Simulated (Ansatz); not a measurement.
# Na3BrO (Pm-3m):V_Br, thermodynamic levels from a 60-atom cell

Aim: at which Fermi levels does V_Br in Na3BrO (Pm-3m) change its charge? The model is a cell of 60 host atoms with 1 Br taken out.

Method: place-levels on PBEsol runs: charge-transition levels and formation energies with image-charge correction and potential alignment at the atomic sites, in Ansatz 0.2.0.

## (1) Starting point

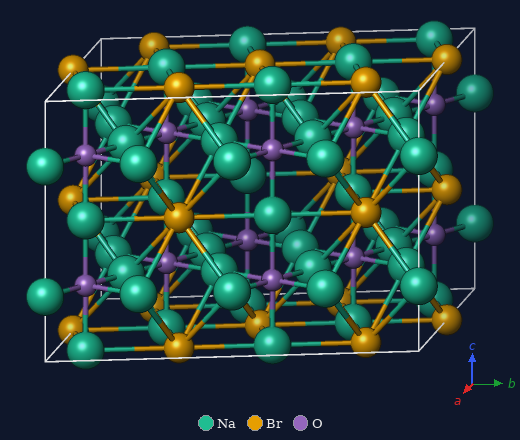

The starting structure, seen slightly off an axis (sodium teal, bromine orange, oxygen purple). Some periodic images of atoms are drawn too.

The cell holds 59 atoms: 36 Na, 11 Br and 12 O. Cell: a = 10.156 Å, b = 12.847 Å, c = 9.084 Å, α = 90.0°, β = 90.0°, γ = 108.4°. It derives from Na3BrO (space group Pm-3m). Nearest the centre at fractional (0.667, 0.667, 0.500): Na51 at 3.21 Å, Na36 at 3.21 Å, Na52 at 3.21 Å, Na24 at 3.21 Å, Na47 at 3.21 Å, Na32 at 3.21 Å, Na33 at 3.21 Å, Na48 at 3.21 Å.

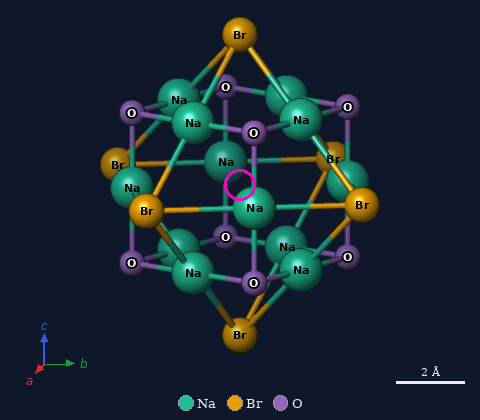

The atoms within 5 Å of the centre. A ring marks the centre wherever it is empty.

Known beforehand: the electronic dielectric constant, 3.26, and the static one, 9.40, from a response run on this crystal (DFPT, PBEsol) at that run's own cell.

The cell's shortest repeat is 9.1 Å.

## (2) What was run first

A transition level is the Fermi level at which two charge states cost the same, so each charge needs its own total energy, at its own relaxed structure.

Random displacements of about 0.05 Å break the site symmetry at the start, so that the relaxation can reach a distorted minimum if there is one. Forces are taken at one point at (¼, ¼, ¼). The cell holds 1 electron more than the neutral one, with a uniform background that keeps it neutral on the whole.

The sampling was tested on the host first: at the k-points planned (1x1x1 shifted 0.25 0.25 0.25) its energy lies 0.000 eV an atom from the dense-mesh value, under the bound of 0.02 eV set for this test; that bounds the host's error, not the defect's.

One of the inputs; charge, spin and start change from state to state.

qm1.relax/input.yaml reads:

```yaml
crystal:
  lattice:
    - [9.08406599, 4.54203299, 0.0]
    - [-9.08406599, 9.08406599, 0.0]
    - [0.0, 0.0, 9.08406599]
  atoms:
    - { symbol: Na, position: [0.16666667, 0.16666667, 0.25] }
    - { symbol: Na, position: [0.5, 0.0, 0.25] }
[... 12 atom lines left out ...]
    - { symbol: O, position: [0.66666667, 0.41666667, 0.25] }
[... 8 atom lines left out ...]
    - { symbol: Na, position: [0.66666667, 0.41666667, 0.5] }
[... 5 atom lines left out ...]
    - { symbol: O, position: [0.66666667, 0.41666667, 0.75] }
[... 1 atom line left out ...]
    - { symbol: Na, position: [0.5, 0.5, 0.25] }
    - { symbol: Na, position: [0.83333333, 0.83333333, 0.25] }
[... 1 atom line left out ...]
    - { symbol: Na, position: [0.5, 0.75, 0.25] }
    - { symbol: Na, position: [0.83333333, 0.58333333, 0.25] }
[... 6 atom lines left out ...]
    - { symbol: O, position: [0.0, 0.75, 0.25] }
    - { symbol: O, position: [0.33333333, 0.58333333, 0.25] }
    - { symbol: O, position: [0.66666667, 0.91666667, 0.25] }
[... 1 atom line left out ...]
    - { symbol: Na, position: [0.5, 0.5, 0.75] }
    - { symbol: Na, position: [0.83333333, 0.83333333, 0.75] }
[... 1 atom line left out ...]
    - { symbol: Na, position: [0.5, 0.75, 0.75] }
    - { symbol: Na, position: [0.83333333, 0.58333333, 0.75] }
    - { symbol: Na, position: [0.0, 0.75, 0.5] }
    - { symbol: Na, position: [0.33333333, 0.58333333, 0.5] }
    - { symbol: Na, position: [0.66666667, 0.91666667, 0.5] }
[... 2 atom lines left out ...]
    - { symbol: O, position: [0.0, 0.75, 0.75] }
    - { symbol: O, position: [0.33333333, 0.58333333, 0.75] }
    - { symbol: O, position: [0.66666667, 0.91666667, 0.75] }
  host:
    repeats: [1, 2, 2]
    atoms:
      - { symbol: Na, position: [0.16666667, 0.33333333, 0.5] }
      - { symbol: Na, position: [0.5, 0.0, 0.5] }
      # ... 13 more atoms of the perfect host
total_charge: -1
basis:
  ecutwfc: 420
  xc_grid: 2
hamiltonian:
  xc: pbesol
kpoints:
  mp_grid: { grid: [1, 1, 1], shift: [0.25, 0.25, 0.25] }
scf:
  occupations: { method: fixed }
  max_iter: 80
output:
  forces: true
  charged_corrections:
    epsilon: 3.26
    static_epsilon: 9.4
    defect_position: [0.666667, 0.666667, 0.5]
relax:
  f_tol: 0.02
  max_steps: 80
  random_displacement: { amplitude: 0.05, seed: 3850 }
checkpoint:
  write: "../qm1.relax.run"
  compress: false
  write_wavefunctions: true
  write_every: 100000
```

The run is started by

```sh
$ ansatz run input.yaml --threads 4 --pin off --max-ram 7536MiB --backend cpu --events-out ev --progress --plain --runs-dir out
```

Defect states can disperse in a cell of this size, so the energy is taken again at a 2×2×2 shifted mesh, on the relaxed structure.

The run of this state that the levels use, under PBEsol:

qm1.point/input.yaml reads:

```yaml
crystal:
  checkpoint: "../qm1.relax.run"
  host: checkpoint
total_charge: -1
basis:
  ecutwfc: 420
  xc_grid: 2
hamiltonian:
  xc: pbesol
kpoints:
  mp_grid: { grid: [2, 2, 2], shift: [0.5, 0.5, 0.5] }
scf:
  occupations: { method: fermi_dirac, width: 0.01 }
  max_iter: 80
output:
  forces: true
  eigenvalues: true
  charged_corrections:
    epsilon: 3.26
    static_epsilon: 9.4
    defect_position: [0.666667, 0.666667, 0.5]
  eigenstates: { localisation: true }
  populations: true
  band_densities: [{ bands: [v1, v1] }, { bands: [c1, c1] }]
  write_density: true
  write_potential: true
  volumetric_format: npy
  elf: true
checkpoint:
  read: "../qm1.relax.run"
  write: "../qm1.point.run"
  compress: false
  write_wavefunctions: false
  write_every: 100000
```

Relaxations under PBEsol at one point at (¼, ¼, ¼); times on 4 threads of Arm Neoverse V1, shared host:

```csv
charge,moment (μB),occupations,outcome,steps,largest displacement against the far atoms (Å),time
−1,0,fixed,converged,4,0.08,57 s
0,1,fixed,converged,4,0.02,2 min
+1,0,fixed,converged,4,0.13,60 s
−1,2,fixed,converged,4,0.03,2.2 min
```

Single points under PBEsol at a 2×2×2 shifted mesh; times on 4 threads of Arm Neoverse V1, shared host:

```csv
charge,moment (μB),occupations,outcome,time
−1,0,fermi-dirac,converged,1.7 min
0,1,fermi-dirac,converged,3.8 min
+1,0,fermi-dirac,converged,1.9 min
−1,2,fermi-dirac,converged,4.1 min
```

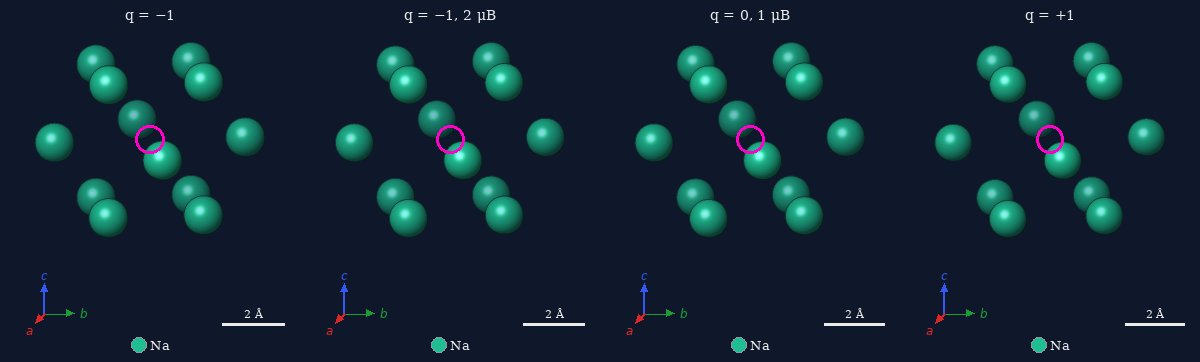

The structures near the centre after relaxation with PBEsol, by charge. A ring marks the centre wherever it is empty. Bonds to atoms that aren't drawn are left out.

Distances (Å) from the ideal centre to the nearest atoms after relaxation with PBEsol:

```csv
charge,moment (μB),1.,2.,3.,4.,5.,6.
−1,0,Na 3.13,Na 3.13,Na 3.14,Na 3.14,Na 3.14,Na 3.14
−1,2,Na 3.21,Na 3.21,Na 3.21,Na 3.21,Na 3.21,Na 3.21
0,1,Na 3.21,Na 3.22,Na 3.22,Na 3.22,Na 3.22,Na 3.22
+1,0,Na 3.32,Na 3.32,Na 3.32,Na 3.32,Na 3.33,Na 3.33
```

## (3) place-levels, PBEsol

A charged cell interacts with its images and the background, and its potential has another zero than the host's. place-levels removes the first by a point-charge model, screened by the static dielectric constant since the ions have relaxed around the charge, and the second by comparing potentials at atoms far from the defect.

The host is a run of the defect-free crystal in the same cutoffs, grids and k-points, so that basis and sampling errors cancel in part in the differences. Its band edges come from a run of the primitive cell that searches the zone for them. The host is run in a cell of 15 atoms on a matching mesh. Chemical potentials are energies per atom of Br (solid Br2 (Cmce)), run with the same functional and cutoff.

levels.point.yaml reads:

```yaml
host:
  run: host.point.run
  levels_from: { run: edges.point.run }
states: [qm1.point.run, q0_M1.point.run, qp1.point.run, qm1_M2.point.run]
geometry_from:
  qm1.point.run: qm1.relax.run
  q0_M1.point.run: q0_M1.relax.run
  qp1.point.run: qp1.relax.run
  qm1_M2.point.run: qm1_M2.relax.run
chemical_potentials:
  Br:
    energy: -2736.47272
    dataset: "<sha256 of the dataset>"
epsilon: 3.26
static_epsilon: 9.4
vertical:
  - { from: qm1.point.run, to: qm1.point_neutral.run }
  - { from: qp1.point.run, to: qp1.point_neutral.run }
  - { from: qm1_M2.point.run, to: qm1_M2.point_neutral.run }
```

The run is started by

```sh
$ ansatz place-levels levels.point.yaml -- --threads 4 --pin off --max-ram 7536MiB
```

Numbers of over 12 decimals in the logs are rounded to 6 here.

The program printed:

```text
[... repeated set-up lines and file paths are left out, and long positions are rounded to six places ...]
(+1/0) 1.676 eV above the valence edge, 0.261 eV under the conduction edge
(0/-1) 2.152 eV above the valence edge (+2.303 eV without the band-filling correction), in the conduction band
formation energy of charge +1: +2.100 eV with the Fermi level at the valence edge
formation energy of charge 0: +3.776 eV with the Fermi level at the valence edge
formation energy of charge -1: +5.928 eV with the Fermi level at the valence edge
vertical -1 to 0: no energy, since no alignment is typed
  the change from vertical[0].from (qm1.point.run) to vertical[0].to (qm1.point_neutral.run): by its potential at epsilon 3.26 it stands at 0.667 0.667 0.500, with an rms radius of about 3.1 Å (1.7 2.0 1.8 Å across the planes of the cell's vectors); [...]
vertical +1 to 0: no energy, since no alignment is typed
  the change from vertical[1].from (qp1.point.run) to vertical[1].to (qp1.point_neutral.run): by its potential at epsilon 3.26 it stands at 0.667 0.667 0.499, with an rms radius of about 2.8 Å (1.5 1.8 1.6 Å across the planes of the cell's vectors); [...]
vertical -1 to 0: no energy, since no alignment is typed
  the change from vertical[2].from (qm1_M2.point.run) to vertical[2].to (qm1_M2.point_neutral.run): by its potential at epsilon 3.26 it stands at 0.668 0.167 0.500, with an rms radius of about 6.5 Å (3.7 4.3 3.2 Å across the planes of the cell's vectors); [...]
  edges by pbesol of host.levels_from (edges.point.run), its mesh sampled to repeats of 27.25 Å (the valence edge +0.043 eV and the conduction edge -0.624 eV from those of the host's own run), gap 1.938 eV; the host is sampled to repeats of 27.25 Å
  the defect's cells are sampled to repeats of 27.25 Å, like sampling
  charge +1: -90016.5401 eV with its correction of -0.025 eV, at epsilon 9.4, aligned at sites: -0.2295 eV, mean over 39 atomic sites at or beyond 4.54 Å from the defect at [0.6667, 0.6667, 0.5000], with +0.000000 for the charge's moments and without [...]
  charge 0: +0.000 eV for its dipole among its images, +0.000 omitted
  charge -1: -90005.5053 eV with its correction of +0.394 eV, at epsilon 9.4, aligned at sites: -0.1899 eV, mean over 39 atomic sites at or beyond 4.54 Å from the defect at [0.6667, 0.6667, 0.5000], with +0.000000 for the charge's moments and without [...]
  charge -1: states[3] (qm1_M2.point.run) stands 0.651 eV higher, with a moment of 2.00 μB against 0.00
  of states[0] (qm1.point.run): it parts from the run at its places by a charge that spreads by about 1.8 Å along one vector (1.6 Å or more is wide), by its potential at epsilon 3.26, taken for that of held ions (one typed too small widens it), where the cell [...]
  of states[3] (qm1_M2.point.run): it parts from the run at its places by a charge that spreads by about 3.7 Å along one vector (1.7 Å or more is wide), by its potential at epsilon 3.26, taken for that of held ions (one typed too small widens it), where the [...]
  of vertical[0].from (qm1.point.run): it parts from the run at its places by a charge that spreads by about 1.8 Å along one vector (1.6 Å or more is wide), by its potential at epsilon 3.26, taken for that of held ions (one typed too small widens it), where [...]
  of vertical[2].from (qm1_M2.point.run): its displacements don't fall off away from the defect: farther atoms stand 0.018 Å off the host's places. [...]
  of vertical[2].to (qm1_M2.point_neutral.run): its displacements don't fall off away from the defect: farther atoms stand 0.018 Å off the host's places. [...]
```

Run time: 0.49 s. Hardware: 4 threads of Arm Neoverse V1, shared host.

Under PBEsol the gap is 1.94 eV, (+1/0) 1.68, (0/−1) 2.15 (outside the gap) (with band filling) eV.

Levels between the charges placed, in eV above the valence top:

```csv
,gap (eV),(+1/0),(0/−1)
PBEsol,1.94,1.68,2.15
```

Corrections by state:

```csv
charge,moment (μB),image terms and alignment (eV),band filling (eV),ε used,"over the lowest of its charge, as the program ranks them, band filling apart (eV)"
+1,0.0,-0.025,-,9.40,0.000
0,1.0,0.000,-,-,0.000
−1,0.0,0.394,-0.152,9.40,0.000
−1,2.0,0.366,-,9.40,0.651
```

The charged structures listed were also run neutral, and place-levels reads from each pair, by the potential or the spins, how wide the charge is by which they differ; that can be the carrier of either run.

```csv
charge,rms radius (Å),spread where it is widest against the cell (Å),wide from (Å),reading
+1,2.8,1.57,1.57,narrow
−1,3.1,1.76,1.57,wide
```

The neutral runs of these pairs need not share the spin of the lowest neutral state, and very wide values only mean spread over the cell.

From the program's caveats on the states, each cut to its opening words:

- charge −1: it parts from the run at its places by a charge that spreads by about 1.8 Å along one vector (1.6 Å or more is wide), by its potential at epsilon 3.26, taken [...]
- charge −1: a band-filling correction moves a carrier to the host's band edge, which changes its energy by -0.152 eV
- charge −1 (2 μB): it parts from the run at its places by a charge that spreads by about 3.7 Å along one vector (1.7 Å or more is wide), by its potential at epsilon 3.26, taken [...]
- charge −1 (2 μB): its alignment with the host at atomic sites is doubtful: the mean over the far sites moves by -0.0737 eV from their farther parts to their nearer, more than [...]
- charge −1 (2 μB): its displacements don't fall off away from the defect: farther atoms stand 0.018 Å off the host's places
- charge −1 (2 μB): its moments are held at its close (magnetization.spin_locking), by a field of 0.263 eV a Bohr magneton, and its energy and levels are of the state that this [...]

Chemical potentials of the elements' reference phases, run alike. Formation energies (elemental references), with the Fermi level at the valence top and at the conduction bottom (gap 1.94 eV):

```csv
charge,at valence top (eV),at conduction bottom (eV),correction included (eV)
+1,2.10,4.04,-0.02
0,3.78,3.78,0.00
−1,5.93,3.99,0.24
```

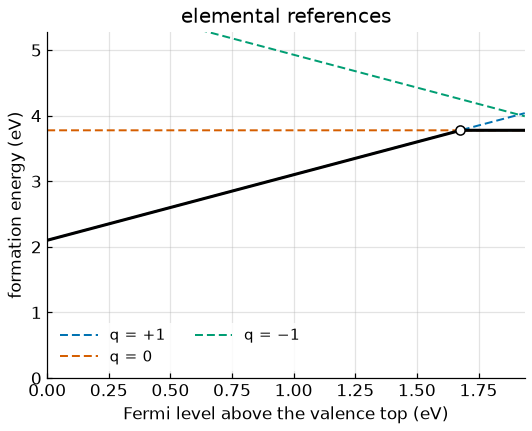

Formation energy against Fermi level; the thick line follows the lowest charge state and circles mark the transition levels.

## (4) Effect of the sampling

The relaxations' own energies give the levels at their sampling, for comparison.

levels.relax_mesh.yaml reads:

```yaml
host:
  run: host.relax.run
  levels_from: { run: edges.relax.run }
states: [qm1.relax.run, q0_M1.relax.run, qp1.relax.run, qm1_M2.relax.run]
chemical_potentials:
  Br:
    energy: -2736.47272
    dataset: "<sha256 of the dataset>"
```

The run is started by

```sh
$ ansatz place-levels levels.relax_mesh.yaml -- --threads 4 --pin off --max-ram 7536MiB
```

The program printed:

```text
(+1/0) 1.705 eV above the valence edge, 0.233 eV under the conduction edge
[...]
formation energy of charge +1: +2.102 eV with the Fermi level at the valence edge
formation energy of charge 0: +3.806 eV with the Fermi level at the valence edge
formation energy of charge -1: +5.928 eV with the Fermi level at the valence edge
  edges by pbesol of host.levels_from (edges.relax.run), its mesh sampled to repeats of 27.25 Å (the valence edge +0.060 eV and the conduction edge -0.841 eV from those of the host's own run), gap 1.938 eV; the host is sampled to repeats of 13.63 Å
[... the lines on each state left out ...]
```

Run time: 0.17 s. Hardware: 4 threads.

Levels between neighbouring charges, in eV above the valence top:

```csv
,gap (eV),(+1/0),(0/−1)
"one point at (¼, ¼, ¼)",1.94,1.70,2.12
a 2×2×2 shifted mesh,1.94,1.68,2.15
```

Going from one point at (¼, ¼, ¼) to a 2×2×2 shifted mesh moves the levels that carry no band-filling term by up to 0.03 eV and formation energies against the elements by up to 0.03 eV; band-filling terms, which differ between samplings, are in these energies.

(Continued in part 2 of 2.)

[Logs are printed without paths, hosts, clocks, repeated set-up lines and the standing remarks that a program may print on its own settings, such as how far it seeks lower states.]

[Hosts, paths, dates, database ids (printed as entryN), source tags and the programs' standing remarks are cut or masked in the printed files.]

[Where a table of states has a column of steps, it counts the stored structures, which are thinned; the runs took as many ionic steps or more.]

[A defect's name tells the site on which it was built; relaxed atoms can leave that site.]

[For some hosts the program warned that the k-mesh of the response run may be too coarse for force constants and the static dielectric constant; such warnings are not shown here.]
